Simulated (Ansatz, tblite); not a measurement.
# Sn(SH)H3 (SnH₄S): spin states and exact exchange

Is the singlet the ground state of Sn(SH)H3 (SnH₄S)? Other spin states are computed and compared level by level.

Computed with Ansatz 0.2.0, Gaussian basis. Level: as each input shows.

Plan: triplet, at the geometry of the singlet (GFN1-xTB, GFN2-xTB, PBE0-D4/def2-TZVP, PBE-D4/def2-TZVP, r2SCAN-D4/def2-TZVP); the singlet's energies come from earlier runs.

7 further runs of the same task are left out: 1 that didn't finish, 6 set aside as unsound or not needed. Runs told in other sessions of the task aren't counted.

## (1) The relaxed structure

The geometry is that of the singlet, from an earlier relaxation (PBE-D4/def2-TZVP).

6 atoms, charge 0, spin multiplicity 1.

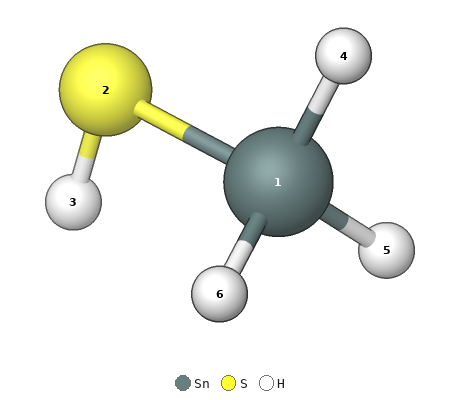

The geometry (tin teal, sulfur yellow, hydrogen white); atoms are numbered from 1 in the order of the file.

Sn takes a core potential in the def2 sets. No spin-orbit coupling is included.

## (2) Triplet at the fixed geometry, GFN1-xTB

Tight binding, by tblite at 300 K electronic temperature and without a spin-polarisation term:

```python
tblite.interface.Calculator('GFN1-xTB', numbers, positions, charge=0, uhf=2).singlepoint()
```

Energy -221.5563 eV; 0.003 s.

## (3) Triplet at the fixed geometry, GFN2-xTB

Tight binding, by tblite at 300 K electronic temperature and without a spin-polarisation term:

```python
tblite.interface.Calculator('GFN2-xTB', numbers, positions, charge=0, uhf=2).singlepoint()
```

Energy -196.4119 eV; 0.002 s.

## (4) Triplet at the fixed geometry, PBE0-D4/def2-TZVP

in.yaml

```yaml
crystal:
  periodic: [false, false, false]
  atoms:
    - {symbol: Sn, position_ang: [0.195739, -0.012728, -0.565327]}
    - {symbol: S, position_ang: [0.276842, 0.021291, 1.860894]}
    - {symbol: H, position_ang: [-1.071179, 0.051284, 1.986614]}
    - {symbol: H, position_ang: [1.840060, -0.017143, -1.050160]}
    - {symbol: H, position_ang: [-0.623374, 1.388401, -1.133895]}
    - {symbol: H, position_ang: [-0.618089, -1.431105, -1.098116]}
basis:
  gaussian: {orbitals: def2-TZVP}
magnetization: {spin_polarized: true, initial_magnetization: 2}
hamiltonian: {xc: pbe0, dispersion: d4}
scf: {omitted_lower_state_checks: [starts]}
output: {orbitals: {seedname: orbitals}}
```

Launch:

```console
ansatz run in.yaml --threads 4 --pin off --events-out ev --progress --plain --max-ram 3916MiB
```

The program printed:

```text
Functional definition: PBE0
  name "PBE0"
  cite "Adamo & Barone, J. Chem. Phys. 110, 6158 (1999) doi:10.1063/1.478522"
  cite "Perdew, Burke & Ernzerhof, Phys. Rev. Lett. 77, 3865 (1996) doi:10.1103/PhysRevLett.77.3865"
  parent pbe
  parameter a = 0.25
  parameter kappa = 0.804
  parameter beta = 0.06672455060314922
  exchange = (1 - a)*pbe_x(kappa = kappa, mu = beta*pi^2/3) + a*exact_x
  correlation = pbe_c(beta = beta)
these checks for a lower state are left out or cut short: starts
908 factors; their error is unknown
mean field evaluation 1: about -16723.1321 eV, gradient 8.8e0 eV
mean field evaluation 2: about -16723.3231 eV, gradient 7.3e0 eV
mean field evaluation 4: about -16723.8367 eV, gradient 8.1e-1 eV
mean field evaluation 8: about -16723.8486 eV, gradient 1.1e-1 eV
mean field evaluation 16: about -16723.9496 eV, gradient 2.8e-3 eV
mean field -16723.94960126 eV, -614.5938119462 hartree, gradient 3.2e-5 eV, S^2 2.007425; 0 other end points of the search recorded, 0 dependent functions left out
reference -16723.94964245 eV, -614.5938134598 hartree; 22, 20 occupied and 89, 91 virtual orbitals, 908 factors
Total energy: -16724.03970186 eV, -614.5971230819 hartree
Checks for a lower state left out: starts
```

Wall time 1.6 s (4 threads of Arm Neoverse V1, shared host).

From the report: HOMO -2.76 eV, LUMO -5.76 eV (over both spins; with the spin held, an empty level of the minority spin lies below the top filled one); ⟨S²⟩ 2.007 (pure: 2.00).

## (5) Triplet at the fixed geometry, PBE-D4/def2-TZVP

start.molden holds the orbitals of an earlier run on this state, given as this run's starting guess.

Changes to in.yaml since step 4:

```diff
@@ -10,5 +10,5 @@
 basis:
-  gaussian: {orbitals: def2-TZVP}
+  gaussian: {orbitals: def2-TZVP, initial_orbitals: start.molden}
 magnetization: {spin_polarized: true, initial_magnetization: 2}
-hamiltonian: {xc: pbe0, dispersion: d4}
+hamiltonian: {xc: pbe, dispersion: d4}
 scf: {omitted_lower_state_checks: [starts]}
```

Same command.

The program printed:

```text
Functional definition: PBE
  name "PBE"
  cite "Perdew, Burke & Ernzerhof, Phys. Rev. Lett. 77, 3865 (1996) doi:10.1103/PhysRevLett.77.3865"
  parent pbe
  parameter kappa = 0.804
  parameter beta = 0.06672455060314922
  exchange = pbe_x(kappa = kappa, mu = beta*pi^2/3)
  correlation = pbe_c(beta = beta)
these checks for a lower state are left out or cut short: starts
825 factors; their error is unknown
mean field evaluation 1: about -16722.7528 eV, gradient 6.0e0 eV
mean field evaluation 2: about -16722.8625 eV, gradient 3.1e-1 eV
mean field evaluation 4: about -16722.8565 eV, gradient 6.3e-2 eV
mean field evaluation 8: about -16722.8565 eV, gradient 1.5e-5 eV
mean field -16722.85651247 eV, -614.5536416741 hartree, gradient 1.5e-5 eV, S^2 2.004372; 0 other end points of the search recorded, 0 dependent functions left out
reference -16722.85656680 eV, -614.5536436704 hartree; 22, 20 occupied and 89, 91 virtual orbitals, 825 factors
Total energy: -16722.96302676 eV, -614.5575560020 hartree
Checks for a lower state left out: starts
```

It took 1.5 s on 4 threads of Arm Neoverse V1, shared host.

From the report: HOMO -2.06 eV, LUMO -6.65 eV (over both spins; with the spin held, an empty level of the minority spin lies below the top filled one); ⟨S²⟩ 2.004 (pure: 2.00).

## (6) Triplet at the fixed geometry, r2SCAN-D4/def2-TZVP

Changes to in.yaml since step 5:

```diff
@@ -12,3 +12,3 @@
 magnetization: {spin_polarized: true, initial_magnetization: 2}
-hamiltonian: {xc: pbe, dispersion: d4}
+hamiltonian: {xc: r2scan, dispersion: d4}
 scf: {omitted_lower_state_checks: [starts]}
```

Launched as before.

The program printed:

```text
Functional definition: r2SCAN
  name "r2SCAN"
  cite "Furness, Kaplan, Ning, Perdew & Sun, J. Phys. Chem. Lett. 11, 8208 (2020) doi:10.1021/acs.jpclett.0c02405"
  cite "Furness, Kaplan, Ning, Perdew & Sun, J. Phys. Chem. Lett. 11, 9248 (2020) doi:10.1021/acs.jpclett.0c03077"
  parent r2scan
  parameter k0 = 0.174
  parameter k1 = 0.065
  parameter a1 = 4.9479
  exchange = r2scan_x(k0 = k0, k1 = k1, a1 = a1)
  correlation = r2scan_c
these checks for a lower state are left out or cut short: starts
825 factors; their error is unknown
mean field evaluation 1: about -16729.0805 eV, gradient 4.7e0 eV
mean field evaluation 2: about -16729.1286 eV, gradient 1.2e-1 eV
mean field evaluation 4: about -16729.1204 eV, gradient 2.4e-2 eV
mean field evaluation 8: about -16729.1204 eV, gradient 1.8e-5 eV
mean field -16729.12036881 eV, -614.7838341486 hartree, gradient 1.8e-5 eV, S^2 2.010094; 0 other end points of the search recorded, 0 dependent functions left out
reference -16729.12039027 eV, -614.7838349374 hartree; 22, 20 occupied and 89, 91 virtual orbitals, 825 factors
Total energy: -16729.14375266 eV, -614.7846934894 hartree
Checks for a lower state left out: starts
```

Wall time 3.1 s (4 threads of Arm Neoverse V1, shared host).

Report: HOMO -2.17 eV, LUMO -6.43 eV (over both spins; with the spin held, an empty level of the minority spin lies below the top filled one); ⟨S²⟩ 2.010 (pure: 2.00).

## (7) Triplet less singlet, vertical

The singlet's energies are those of its earlier runs, whose logs aren't repeated here.

```tsv
level	triplet less singlet, vertical (eV)	time
GFN1-xTB	+5.537	0.006 s
GFN2-xTB	+4.411	0.004 s
PBE-D4/def2-TZVP	+4.620	2.2 s
r2SCAN-D4/def2-TZVP	+4.761	4.7 s
PBE0-D4/def2-TZVP	+4.822	2.7 s
```

Times add the two runs; a level without a time comes out of a correlated run. Tight binding without a spin term can't rank spin states.

## (8) Outcome

```
                                                quantity                                   value
triplet less singlet, vertical, functionals in def2-TZVP  +4.620 (PBE-D4) to +4.822 eV (PBE0-D4)
```

In words: All functionals put the triplet above the singlet, over a spread of 0.203 eV. The checks for a lower triplet were left out, so another state of that spin may lie lower. These are electronic energies, without zero-point motion, entropy or surroundings.
